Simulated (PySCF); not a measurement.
**C2H7BrOSi2: density, localisation and related maps**

The calculation's input:

```
{"job": {"kind": "uv", "xc": "CAM-B3LYP", "basis": "def2-SVPD", "nstates": 8, "ntriplets": 3}, "charge": 0, "multiplicity": 1}
O      2.855879     0.290469    -0.575633
Si     1.598997     0.258238     0.462210
Si    -0.057552    -0.570965    -0.911721
C     -1.719045     0.238757    -0.505537
C     -2.365737     0.086179     0.634452
Br    -1.684902    -0.989800     2.044736
H      3.726644     0.575918    -0.313413
H      1.365519     1.613934     0.987546
H      1.956183    -0.564483     1.623870
H     -0.271821    -2.019408    -0.762744
H      0.099978    -0.322515    -2.353265
H     -2.192429     0.875045    -1.241245
H     -3.316101     0.529115     0.893017
```

Run with:

```sh
OMP_NUM_THREADS=1 python probes_run.py task.json out
```

Geometry: GFN2-xTB.

Level of theory: CAM-B3LYP/def2-SVPD, SCF density, gas phase (PySCF).

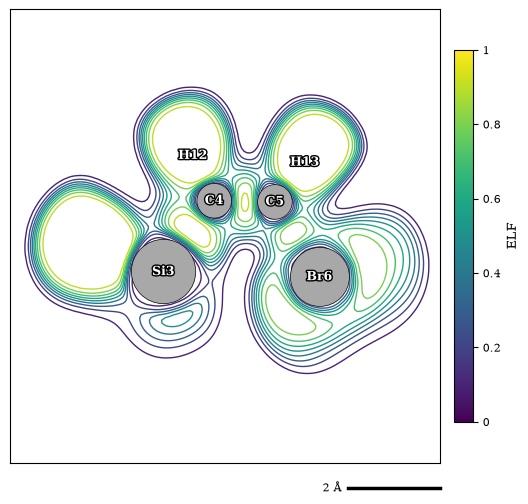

Figure 1. ELF on the plane of atoms C5, C4 and H12. Grey discs cover the atomic cores.

Q: What do the fields say about this system?

A: The section cuts through Si, C, Br and H sites.
C–C (1.32 Å): the ELF peaks at about 0.90 between the atoms; a short, multiple covalent bond.
C–Si (1.89 Å): the ELF peaks at about 1 between the atoms, as expected for localised, covalent bonding.
C–Br (1.90 Å): the ELF peaks at about 0.90 between the atoms (localised, covalent bonding).
C–H (1.08 Å): the ELF climbs to about 1 towards the hydrogen, as it does in any bond to H: an ordinary covalent bond to hydrogen.
The ELF also peaks beside Br6, away from the bonds: lone-pair regions.

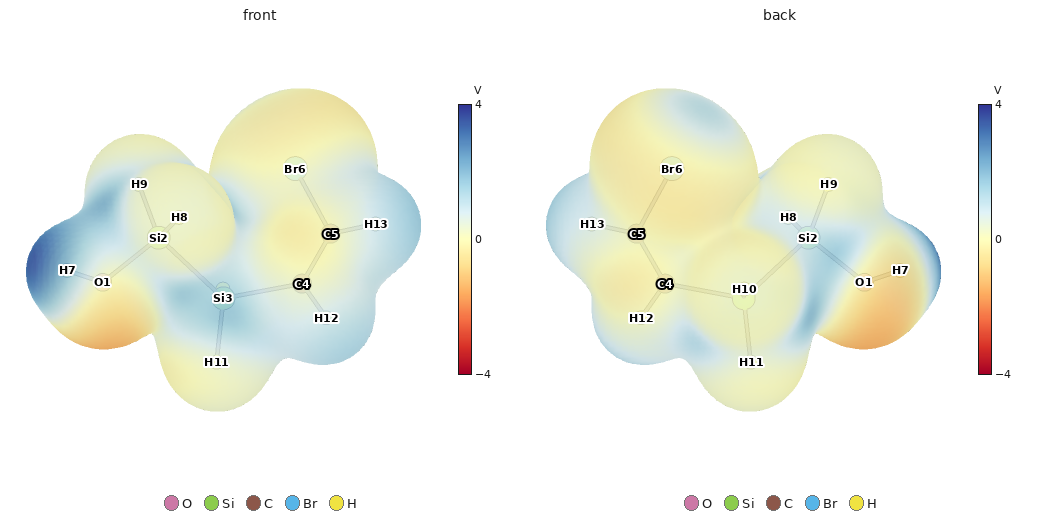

Figure 2. The electrostatic potential painted on the density surface at 0.004 e/bohr³, seen from the front and from behind; red is negative and blue positive.

Q: Describe the electrostatic potential map.

A: The most negative region (about −1.4 V, or −32 kcal/mol for a unit charge) lies over O1, the most positive (about +3.4 V, or +78 kcal/mol for a unit charge) over H7. Br6 shows a σ-hole: about +1.3 V, or +30 kcal/mol for a unit charge at the tip opposite its bond, against about −0.1 V on its flanks. O1 is the likeliest acceptor of a hydrogen bond.

Q: What dipole moment does the calculation give?

A: Its dipole moment is 1.30 D.
